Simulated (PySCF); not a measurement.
**SiCNCl2F (SMILES N#C[Si](F)(Cl)Cl): levels of theory compared**

Wanted: a comparison of 5 runs (HF/3-21G, HF/def2-SVP, PBE0/def2-SVP, MP2/6-31G**, MP2/pcseg-1) of SiCNCl2F. 

The results are computed with PySCF 2.14.0.

### Step 1. Starting point

The species is SiCNCl2F (6 atoms), meant as a singlet with charge 0. As SMILES, `N#C[Si](F)(Cl)Cl`. Geometry: relaxed at PBE0-D4/def2-TZVP.

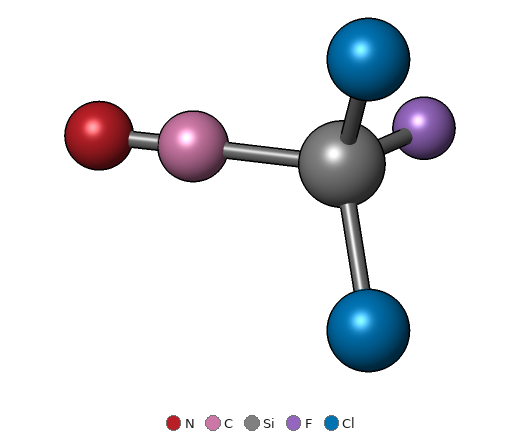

Viewed from a chosen angle; nitrogen red, carbon pink, silicon grey, fluorine purple, chlorine blue.

### Step 2. Energy and forces at HF/3-21G (run 1)

The input, run.py:

```python
from pyscf import gto

system = gto.Mole()
system.atom = '''
N        1.752600      -1.361000       1.114200
C        0.923100      -0.763300       0.585900
Si      -0.381900       0.210300      -0.249400
F       -1.471500      -0.801900      -0.758800
Cl       0.422900       1.177100      -1.812500
Cl      -1.203100       1.474700       1.074300
'''
system.basis = '3-21g'
system.verbose = 4
system.max_memory = 1860
system.build()

mf = system.RHF()
mf.conv_tol = 1e-10
mf.kernel()
if not mf.converged:
    mf = mf.newton().run(mf.mo_coeff, mf.mo_occ)

etot = mf.e_tot
print('E(%s) = %.9f' % ('HF', etot))
grad = mf.nuc_grad_method().kernel()
dip = mf.dip_moment()
pop, q = mf.mulliken_pop()
```

Command:

```sh
$ OMP_NUM_THREADS=1 python run.py
```

The log of the run:

```text
PySCF version 2.14.0

[... 60 lines left out ...]
converged SCF energy = -1392.83341845222
[... 13 lines left out ...]
Dipole moment(X, Y, Z, Debye): -0.57675,  0.49345, -0.37449
[... 34 lines left out ...]
pop of  3 F 3s            1.54008
pop of  3 F 2px           0.80646
pop of  3 F 2py           0.80961
pop of  3 F 2pz           0.84698
pop of  3 F 3px           0.99219
pop of  3 F 3py           0.99637
pop of  3 F 3pz           1.02353
pop of  4 Cl 1s           1.99859
pop of  4 Cl 2s           1.95900
pop of  4 Cl 3s           1.11940
pop of  4 Cl 4s           0.94491
pop of  4 Cl 2px          1.96978
pop of  4 Cl 2py          1.96946
pop of  4 Cl 2pz          1.96653
pop of  4 Cl 3px          1.05015
pop of  4 Cl 3py          1.04369
pop of  4 Cl 3pz          0.95943
pop of  4 Cl 4px          0.84666
pop of  4 Cl 4py          0.83163
pop of  4 Cl 4pz          0.72692
pop of  5 Cl 1s           1.99859
pop of  5 Cl 2s           1.95900
pop of  5 Cl 3s           1.11940
pop of  5 Cl 4s           0.94491
pop of  5 Cl 2px          1.96967
pop of  5 Cl 2py          1.96833
pop of  5 Cl 2pz          1.96777
pop of  5 Cl 3px          1.04841
pop of  5 Cl 3py          1.01146
pop of  5 Cl 3pz          0.99344
pop of  5 Cl 4px          0.83108
pop of  5 Cl 4py          0.79750
pop of  5 Cl 4pz          0.77655
 ** Mulliken atomic charges  **
charge of    0N =     -0.34259
charge of    1C =     -0.23202
charge of    2Si =      1.79000
charge of    3F =     -0.44312
charge of    4Cl =     -0.38616
charge of    5Cl =     -0.38612
```

Run time: 2.5 s. Hardware: 1 thread of Intel Xeon Platinum 8375C at 2.90GHz (Ice Lake), shared host; peak memory 0.14 GiB.

### Step 3. Energy and gradient at HF/def2-SVP (run 2)

The input, job.py:

```python
import pyscf.grad
from pyscf import gto

system = gto.Mole()
system.atom = '''
N      3.311934    -2.571917     2.105533
C      1.744406    -1.442428     1.107191
Si    -0.721686     0.397409    -0.471298
F     -2.780732    -1.515371    -1.433924
Cl     0.799165     2.224397    -3.425129
Cl    -2.273530     2.786779     2.030133
'''
system.max_memory = 1860
system.unit = 'bohr'
system.charge = 0
system.basis = 'def2-svp'
system.verbose = 4
system.build()

calc0 = system.RHF()
calc0.conv_tol = 1e-10
calc0.kernel()
if not calc0.converged:
    calc0 = calc0.newton().run(calc0.mo_coeff, calc0.mo_occ)

e_tot = calc0.e_tot
print('E(%s) = %.9f' % ('HF', e_tot))
grad = calc0.Gradients().kernel()
dip = calc0.dip_moment()
pop, q = calc0.mulliken_pop()
```

Command:

```sh
$ OMP_NUM_THREADS=1 python job.py
```

The log of the run:

```text
PySCF version 2.14.0

[... 62 lines left out ...]
converged SCF energy = -1399.31824636486
[... 13 lines left out ...]
Dipole moment(X, Y, Z, Debye): -1.13535,  1.62614, -0.80565
[... 64 lines left out ...]
pop of  4 Cl 4s           0.74158
pop of  4 Cl 2px          1.98123
pop of  4 Cl 2py          1.98103
pop of  4 Cl 2pz          1.97964
pop of  4 Cl 3px          0.72290
pop of  4 Cl 3py          0.71675
pop of  4 Cl 3pz          0.66775
pop of  4 Cl 4px          1.12717
pop of  4 Cl 4py          1.11125
pop of  4 Cl 4pz          1.00250
pop of  4 Cl 3dxy         0.00283
pop of  4 Cl 3dyz         0.00813
pop of  4 Cl 3dz^2        0.00576
pop of  4 Cl 3dxz         0.00658
pop of  4 Cl 3dx2-y2      0.00162
pop of  5 Cl 1s           1.99947
pop of  5 Cl 2s           1.99156
pop of  5 Cl 3s           1.21029
pop of  5 Cl 4s           0.74156
pop of  5 Cl 2px          1.98118
pop of  5 Cl 2py          1.98046
pop of  5 Cl 2pz          1.98026
pop of  5 Cl 3px          0.72139
pop of  5 Cl 3py          0.69664
pop of  5 Cl 3pz          0.68940
pop of  5 Cl 4px          1.12651
pop of  5 Cl 4py          1.06593
pop of  5 Cl 4pz          1.04840
pop of  5 Cl 3dxy         0.00451
pop of  5 Cl 3dyz         0.00920
pop of  5 Cl 3dz^2        0.00347
pop of  5 Cl 3dxz         0.00500
pop of  5 Cl 3dx2-y2      0.00275
 ** Mulliken atomic charges  **
charge of    0N =     -0.07636
charge of    1C =     -0.28616
charge of    2Si =      1.28954
charge of    3F =     -0.41101
charge of    4Cl =     -0.25804
charge of    5Cl =     -0.25797
```

Run time: 6.9 s. Hardware: 1 thread of Intel Xeon Platinum 8375C at 2.90GHz (Ice Lake), shared host; peak memory 0.2 GiB.

Run 3 isn't shown in full; the table further down has it.

### Step 4. Energy and forces at MP2/6-31G(d,p) (spherical functions) (run 4)

The input, job.py:

```python
import pyscf.grad
from pyscf import gto, mp

mol = gto.M(
    atom='''
N      1.752600    -1.361000     1.114200
C      0.923100    -0.763300     0.585900
Si    -0.381900     0.210300    -0.249400
F     -1.471500    -0.801900    -0.758800
Cl     0.422900     1.177100    -1.812500
Cl    -1.203100     1.474700     1.074300
''',
    max_memory=1860,
    basis='6-31g**',
    verbose=3,
    spin=0,
)

mf = mol.RHF()
mf.conv_tol = 1e-10
mf.kernel()
if not mf.converged:
    mf = mf.newton().run(mf.mo_coeff, mf.mo_occ)

pt = mp.MP2(mf, frozen=18).run()
energy = pt.e_tot
print('E(%s) = %.9f' % ('MP2', energy))
grad = pt.Gradients().kernel()
mf.analyze()
```

Command:

```sh
$ OMP_NUM_THREADS=1 python job.py
```

The log of the run:

```text
converged SCF energy = -1399.80271935206
[... 20 lines left out ...]
MO #8   energy= -10.6030603817913  occ= 2
[... 7 lines left out ...]
MO #16  energy= -4.40476267374201  occ= 2
[... 7 lines left out ...]
MO #24  energy= -0.764329427069714 occ= 2
[... 7 lines left out ...]
MO #32  energy= -0.526138653890318 occ= 2
[... 7 lines left out ...]
MO #40  energy= 0.22757773024972   occ= 0
[... 7 lines left out ...]
MO #48  energy= 0.608744595706307  occ= 0
[... 7 lines left out ...]
MO #56  energy= 0.784338741609088  occ= 0
[... 7 lines left out ...]
MO #64  energy= 1.06495485934023   occ= 0
[... 7 lines left out ...]
MO #72  energy= 1.25274879409303   occ= 0
[... 7 lines left out ...]
MO #80  energy= 1.75881272800227   occ= 0
[... 7 lines left out ...]
MO #88  energy= 2.23636895603769   occ= 0
[... 7 lines left out ...]
MO #96  energy= 3.40359143410098   occ= 0
[... 7 lines left out ...]
Dipole moment(X, Y, Z, Debye): -1.15897,  1.28972, -0.78420
```

Run time: 29 s. Hardware: 1 thread of Intel Xeon Platinum 8375C at 2.90GHz (Ice Lake), shared host; peak memory 0.65 GiB.

### Step 5. Energy and forces at MP2/pcseg-1 (run 5)

The input, input.py:

```python
import pyscf.grad
from pyscf import gto, mp

mol = gto.Mole()
mol.atom = '''
N      3.311934    -2.571917     2.105533
C      1.744406    -1.442428     1.107191
Si    -0.721686     0.397409    -0.471298
F     -2.780732    -1.515371    -1.433924
Cl     0.799165     2.224397    -3.425129
Cl    -2.273530     2.786779     2.030133
'''
mol.charge = 0
mol.unit = 'bohr'
mol.max_memory = 1860
mol.basis = 'pcseg-1'
mol.verbose = 4
mol.build()

myscf = mol.RHF()
myscf.conv_tol = 1e-10
myscf.kernel()
if not myscf.converged:
    myscf = myscf.newton().run(myscf.mo_coeff, myscf.mo_occ)

pt = mp.MP2(myscf, frozen=18).run()
e_final = pt.e_tot
print(f'total energy: {e_final:.8f} hartree')
grad = pt.Gradients().kernel()
dip = myscf.dip_moment()
pop, q = myscf.mulliken_pop()
```

Command:

```sh
$ OMP_NUM_THREADS=1 python input.py
```

The log of the run:

```text
PySCF version 2.14.0

[... 62 lines left out ...]
converged SCF energy = -1399.7079922617
[... 8 lines left out ...]
total energy: -1400.51223039 hartree
[... 9 lines left out ...]
Dipole moment(X, Y, Z, Debye): -1.13827,  1.53993, -0.79831
[... 64 lines left out ...]
pop of  4 Cl 4s           0.75312
pop of  4 Cl 2px          1.99832
pop of  4 Cl 2py          1.99826
pop of  4 Cl 2pz          1.99781
pop of  4 Cl 3px          1.32014
pop of  4 Cl 3py          1.30784
pop of  4 Cl 3pz          1.21059
pop of  4 Cl 4px          0.53152
pop of  4 Cl 4py          0.51394
pop of  4 Cl 4pz          0.41138
pop of  4 Cl 3dxy         0.00323
pop of  4 Cl 3dyz         0.00936
pop of  4 Cl 3dz^2        0.00636
pop of  4 Cl 3dxz         0.00745
pop of  4 Cl 3dx2-y2      0.00166
pop of  5 Cl 1s           1.99986
pop of  5 Cl 2s           1.99969
pop of  5 Cl 3s           1.19959
pop of  5 Cl 4s           0.75310
pop of  5 Cl 2px          1.99830
pop of  5 Cl 2py          1.99808
pop of  5 Cl 2pz          1.99801
pop of  5 Cl 3px          1.31617
pop of  5 Cl 3py          1.26857
pop of  5 Cl 3pz          1.25387
pop of  5 Cl 4px          0.52768
pop of  5 Cl 4py          0.47098
pop of  5 Cl 4pz          0.45808
pop of  5 Cl 3dxy         0.00510
pop of  5 Cl 3dyz         0.01076
pop of  5 Cl 3dz^2        0.00357
pop of  5 Cl 3dxz         0.00565
pop of  5 Cl 3dx2-y2      0.00299
 ** Mulliken atomic charges  **
charge of    0N =     -0.13518
charge of    1C =     -0.17492
charge of    2Si =      1.31733
charge of    3F =     -0.46707
charge of    4Cl =     -0.27012
charge of    5Cl =     -0.27004
```

Run time: 23 s. Hardware: 1 thread of Intel Xeon Platinum 8375C at 2.90GHz (Ice Lake), shared host; peak memory 0.65 GiB.

### Step 6. All runs side by side

| run | level | integration grid | frozen core orbitals | energy (Eh) | dipole moment (D) of the reference | HOMO energy (eV) | LUMO energy (eV) | wall time |
| --- | --- | --- | --- | --- | --- | --- | --- | --- |
| 1 | HF/3-21G | – | – | -1392.833418 | 0.85 | -13.91 | 2.24 | 2.5 s |
| 2 | HF/def2-SVP | – | – | -1399.318246 | 2.14 | -13.47 | 2.59 | 6.9 s |
| 3 | PBE0/def2-SVP | 5 | – | -1401.586869 | 2.10 | -10.09 | -1.25 | 28 s |
| 4 | MP2/6-31G** (spherical functions) | – | 18 | -1400.579305 | 1.90 | -13.49 | 2.49 | 29 s |
| 5 | MP2/pcseg-1 | – | 18 | -1400.512230 | 2.07 | -13.65 | 2.22 | 23 s |

### Step 7. Results

| quantity | value |
| --- | --- |
| run 5: total energy | -1400.51223 Eh |
| run 5: dipole moment (Hartree–Fock density) | 2.07 D |
| run 5: HOMO energy (Hartree–Fock orbitals) | -13.65 eV |
| run 5: LUMO energy (Hartree–Fock orbitals) | 2.22 eV |
| run 5: HOMO–LUMO gap (Hartree–Fock orbitals) | 15.88 eV |
| run 5: correlation energy (18 core orbitals frozen) | -804.2 mEh |
| run 5: largest force on an atom | 3.481 eV/Å |

Over runs 1, 2, 3 the dipole moment (its size) runs from 0.85 D (HF/3-21G) to 2.14 D (HF/def2-SVP). Over runs 1, 2, 3 the HOMO–LUMO gap runs from 8.84 eV (PBE0/def2-SVP) to 16.15 eV (HF/3-21G). The two ends differ in method and basis. All runs together took 89 s, the longest 29 s.
